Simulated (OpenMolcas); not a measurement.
# Multiconfigurational calculation for Ru⁶⁺

- system: Ru⁶⁺.
- method: state-averaged SS-CASPT2, IPEA shift 0.6, imaginary shift 0.5 hartree, closed shells 3d 4s 4p correlated, active space 2 electrons in the shells 4d 5d, basis ANO-RCC-VDZ, DKH3 scalar Hamiltonian, spin-orbit coupling by RASSI with atomic mean-field integrals (OpenMolcas)

### Key numbers

```
                                 quantity                      value
                                  outcome                  converged
                             lowest level                    4d² ³F₂
                      first excited level        4d² ³F₃, 2,700 cm⁻¹
      energy of the lowest spin-free term        −4519.81509 hartree
    energy of the lowest spin-orbit level        −4519.83090 hartree
                CASPT2 correlation energy            −0.1034 hartree
largest spread among components of a term                  84.3 cm⁻¹
                  lowest reference weight                      0.981
                                 hardware  1 CPU thread, shared host
                                wall time                       48 s
```

### Remarks

The components of ¹G, which symmetry makes degenerate, are split by 84 cm⁻¹ in CASPT2, and those of 1 more by over 50 cm⁻¹. This is an artefact; the levels of such states rest on averages and are uncertain by about as much. The run is of multi-state type; this report uses its single-state energies. To bear in mind: extra active shells serve correlation only, their own levels not computed; small basis contracted for the neutral atom, rough for a high charge; some levels are strong mixtures of terms (leading term under 70 %); spin-free states above about 52,000 cm⁻¹ are left out of the spin-orbit step; only configurations of the active space are included.

### Input
```
&GATEWAY
Coord
1

Ru 0.0 0.0 0.0
Basis=ANO-RCC-VDZ
Group=XYZ
NoMove
AngMom=0.0 0.0 0.0
AMFI
&SEWARD
Relativistic=R03O02
&RASSCF
FileOrb=start.orb
Symmetry=1
Spin=3
nActEl=2 0 0
Inactive=9 9
Ras2=5 0
CIRoot=10 10 1
SDav=10
CIMx=300
Iter=120 100
PrWF=0.3
OrbListing=Nothing
MaxOrb=0
Atom
>>> COPY $Project.JobIph JOBPRE
&RASSCF
FileOrb=start.orb
Symmetry=1
Spin=3
nActEl=2 0 0
Inactive=9 9
Ras2=10 0
CIRoot=10 10 1
SDav=45
CIMx=300
Iter=120 100
PrWF=0.3
OrbListing=Nothing
MaxOrb=0
Atom
>>> COPY $Project.JobIph JOB001
&RASSCF
FileOrb=start.orb
Symmetry=1
Spin=1
nActEl=2 0 0
Inactive=9 9
Ras2=10 0
CIRoot=14 14 1
SDav=55
CIMx=300
Iter=120 100
PrWF=0.3
OrbListing=Nothing
MaxOrb=0
Atom
>>> COPY $Project.JobIph JOB002
&RASSI
NrOfJobIphs=2 10 14
1 2 3 4 5 6 7 8 9 10
1 2 3 4 5 6 7 8 9 10 11 12 13 14
IphNames
JOB001
JOB002
EJob
SpinOrbit
DIPRint=1.0
SOCoupling=1000.0
Subsets=2
MEES
Property=10
'ANGMOM' 1 'ANGMOM' 2 'ANGMOM' 3 'MLTPL  1' 1 'MLTPL  1' 2 'MLTPL  1' 3
'AMFI' 1 'AMFI' 2 'AMFI' 3 'MLTPL  2' 6
SOProperty=3
'ANGMOM' 1 'ANGMOM' 2 'ANGMOM' 3
>>> COPY JOB001 $Project.JobIph
&CASPT2
Multistate=10 1 2 3 4 5 6 7 8 9 10
Frozen=3 6
IPEA=0.6
Imaginary=0.5
MaxIter=60
WThr=0.0 0.3 0.05
PrWF=0.5
NoMix
>>> COPY JOB002 $Project.JobIph
&CASPT2
Multistate=14 1 2 3 4 5 6 7 8 9 10 11 12 13 14
Frozen=3 6
IPEA=0.6
Imaginary=0.5
MaxIter=60
WThr=0.0 0.3 0.05
PrWF=0.5
NoMix
```

The file start.orb holds starting orbitals from an earlier step. A driver script formed the levels outside the program, from RASSI's spin-orbit matrix and the CASPT2 energies (for multi-state variants, the effective Hamiltonian), averaged over the components of each term or state. The log and the time are those of the CASPT2 step.

Launched with:
```bash
OMP_NUM_THREADS=1 MOLCAS_MEM=2252 MOLCAS_PROJECT=a pymolcas a.inp > a.log  # once for each step of the input, in one work folder
```

### Output (extracts)
```
--- CASPT2 ---
Orbital specifications:
      -----------------------

      Symmetry species                           1   2
                                                ag  au
      Frozen orbitals                            3   6
      Inactive orbitals                          6   3
      Active orbitals                           10   0
      Secondary orbitals                         2   6
      Deleted orbitals                           0   0
      Number of basis functions                 21  15
Type of calculation                        MS-CASPT2
      Fock operator                              state-specific
      IPEA shift                                 0.60
      Real shift                                 0.00
      Imaginary shift                            0.50
      The input orbitals will be transformed to quasi-canonical
Reference energy:       -4519.7116556066
      E2 (Non-variational):      -0.1025548998
      Shift correction:          -0.0007429230
      E2 (Variational):          -0.1032978229
      Total energy:           -4519.8149534295
      Residual norm:              0.0000009912
      Reference weight:           0.98372
      Contributions to the CASPT2 correlation energy
      Active & Virtual Only:          0.0000000000
      One Inactive Excited:          -0.0061204493
      Two Inactive Excited:          -0.0964344505
Reference energy:       -4519.7116556066
      E2 (Non-variational):      -0.1027234505
      Shift correction:          -0.0007475232
      E2 (Variational):          -0.1034709736
      Total energy:           -4519.8151265802
      Residual norm:              0.0000000025
      Reference weight:           0.98366
      Contributions to the CASPT2 correlation energy
      Active & Virtual Only:          0.0000000000
      One Inactive Excited:          -0.0062104461
      Two Inactive Excited:          -0.0965130044
::    CASPT2 Root  1     Total energy:  -4519.81495343
::    CASPT2 Root  2     Total energy:  -4519.81512658
::    CASPT2 Root  3     Total energy:  -4519.81513782
::    CASPT2 Root  4     Total energy:  -4519.81502716
::    CASPT2 Root  5     Total energy:  -4519.81522093
::    CASPT2 Root  6     Total energy:  -4519.81504255
::    CASPT2 Root  7     Total energy:  -4519.81510688
::    CASPT2 Root  8     Total energy:  -4519.75491502
::    CASPT2 Root  9     Total energy:  -4519.75493680
::    CASPT2 Root 10     Total energy:  -4519.75492408
::    MS-CASPT2 Root  1     Total energy:  -4519.81544429
::    MS-CASPT2 Root  2     Total energy:  -4519.81535126
::    MS-CASPT2 Root  3     Total energy:  -4519.81529312
::    MS-CASPT2 Root  4     Total energy:  -4519.81507015
::    MS-CASPT2 Root  5     Total energy:  -4519.81500279
::    MS-CASPT2 Root  6     Total energy:  -4519.81489570
::    MS-CASPT2 Root  7     Total energy:  -4519.81456441
::    MS-CASPT2 Root  8     Total energy:  -4519.75493394
::    MS-CASPT2 Root  9     Total energy:  -4519.75492249
::    MS-CASPT2 Root 10     Total energy:  -4519.75491309
--- CASPT2 ---
Orbital specifications:
      -----------------------

      Symmetry species                           1   2
                                                ag  au
      Frozen orbitals                            3   6
      Inactive orbitals                          6   3
      Active orbitals                           10   0
      Secondary orbitals                         2   6
      Deleted orbitals                           0   0
      Number of basis functions                 21  15
Type of calculation                        MS-CASPT2
      Fock operator                              state-specific
      IPEA shift                                 0.60
      Real shift                                 0.00
      Imaginary shift                            0.50
      The input orbitals will be transformed to quasi-canonical
Reference energy:       -4519.6496177830
      E2 (Non-variational):      -0.1125247360
      Shift correction:          -0.0009075344
      E2 (Variational):          -0.1134322703
      Total energy:           -4519.7630500533
      Residual norm:              0.0000000235
      Reference weight:           0.98148
      Contributions to the CASPT2 correlation energy
      Active & Virtual Only:         -0.0005771763
      One Inactive Excited:          -0.0094930733
      Two Inactive Excited:          -0.1024544864
Reference energy:       -4519.6496177830
      E2 (Non-variational):      -0.1124223501
      Shift correction:          -0.0009054059
      E2 (Variational):          -0.1133277560
      Total energy:           -4519.7629455390
      Residual norm:              0.0000000209
      Reference weight:           0.98151
      Contributions to the CASPT2 correlation energy
      Active & Virtual Only:         -0.0005771816
      One Inactive Excited:          -0.0094994688
      Two Inactive Excited:          -0.1023456998
::    CASPT2 Root  1     Total energy:  -4519.76305005
::    CASPT2 Root  2     Total energy:  -4519.76294554
::    CASPT2 Root  3     Total energy:  -4519.76300918
::    CASPT2 Root  4     Total energy:  -4519.76301429
::    CASPT2 Root  5     Total energy:  -4519.76297508
::    CASPT2 Root  6     Total energy:  -4519.72217709
::    CASPT2 Root  7     Total energy:  -4519.72184892
::    CASPT2 Root  8     Total energy:  -4519.72184989
::    CASPT2 Root  9     Total energy:  -4519.72183229
::    CASPT2 Root 10     Total energy:  -4519.72183341
::    CASPT2 Root 11     Total energy:  -4519.72185968
::    CASPT2 Root 12     Total energy:  -4519.72179301
::    CASPT2 Root 13     Total energy:  -4519.72190884
::    CASPT2 Root 14     Total energy:  -4519.72180869
::    MS-CASPT2 Root  1     Total energy:  -4519.76308952
::    MS-CASPT2 Root  2     Total energy:  -4519.76304795
::    MS-CASPT2 Root  3     Total energy:  -4519.76298997
::    MS-CASPT2 Root  4     Total energy:  -4519.76296047
::    MS-CASPT2 Root  5     Total energy:  -4519.76295634
::    MS-CASPT2 Root  6     Total energy:  -4519.72302448
::    MS-CASPT2 Root  7     Total energy:  -4519.72261061
::    MS-CASPT2 Root  8     Total energy:  -4519.72238930
::    MS-CASPT2 Root  9     Total energy:  -4519.72215786
::    MS-CASPT2 Root 10     Total energy:  -4519.72186954
::    MS-CASPT2 Root 11     Total energy:  -4519.72166399
::    MS-CASPT2 Root 12     Total energy:  -4519.72132620
::    MS-CASPT2 Root 13     Total energy:  -4519.72106712
::    MS-CASPT2 Root 14     Total energy:  -4519.72075264
```

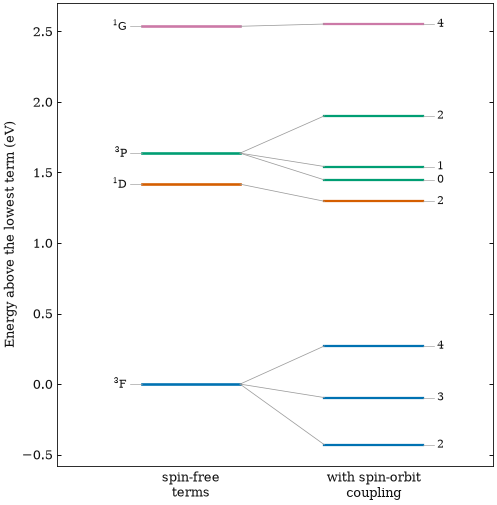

Terms of Ru⁶⁺ without and with spin-orbit coupling; numbers at the right are J. ³F (at 0) splits over 0.701 eV into J = 2, 3, 4 from the bottom up (normal); ¹D (at 1.42 eV) gives the one level J = 2; ³P (at 1.64 eV) splits over 0.454 eV into J = 0, 1, 2 from the bottom up (normal); ¹G (at 2.54 eV) gives the one level J = 4. The ground level lies 0.430 eV below the lowest term.

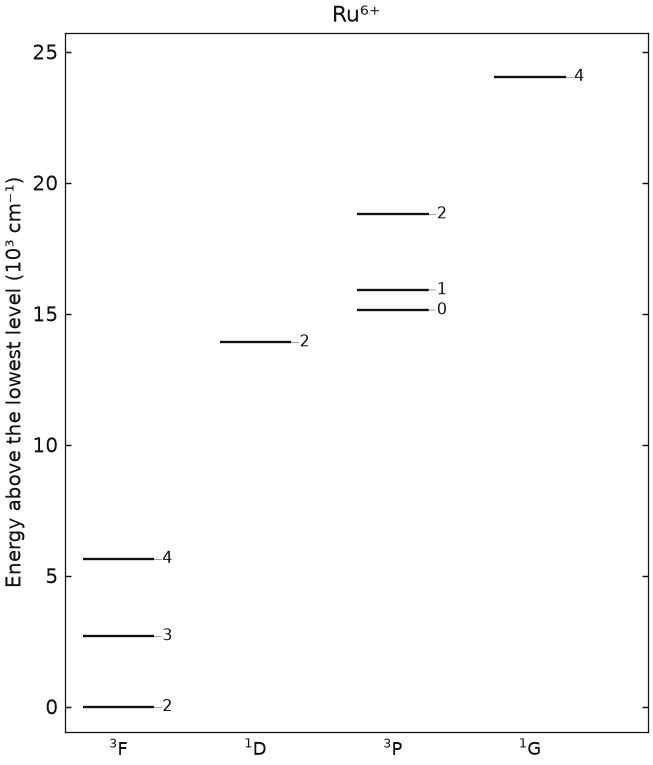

Level diagram of Ru⁶⁺. The lowest level is 4d² ³F₂. The first excited level, 4d² ³F₃, lies at 2,700 cm⁻¹. The ground term spreads over 5,650 cm⁻¹ in the order J = 2, 3, 4, a normal multiplet. All levels drawn have even parity, so no electric dipole line joins them. The leading LS term holds 92 % of a level on average, 97 % of the ground level. The ground level has g = 0.675. Spin-orbit coupling puts the ground level 3,470 cm⁻¹ below the lowest spin-free term.

```csv
Configuration,Level,E (cm⁻¹),Landé g
4d²,³F₂,0,0.675
4d²,³F₃,"2,700",1.084
4d²,³F₄,"5,655",1.249
4d²,¹D₂,"13,920",1.132
4d²,³P₀,"15,140",–
4d²,³P₁,"15,910",1.501
4d²,³P₂,"18,810",1.360
4d²,¹G₄,"24,060",1.002
```
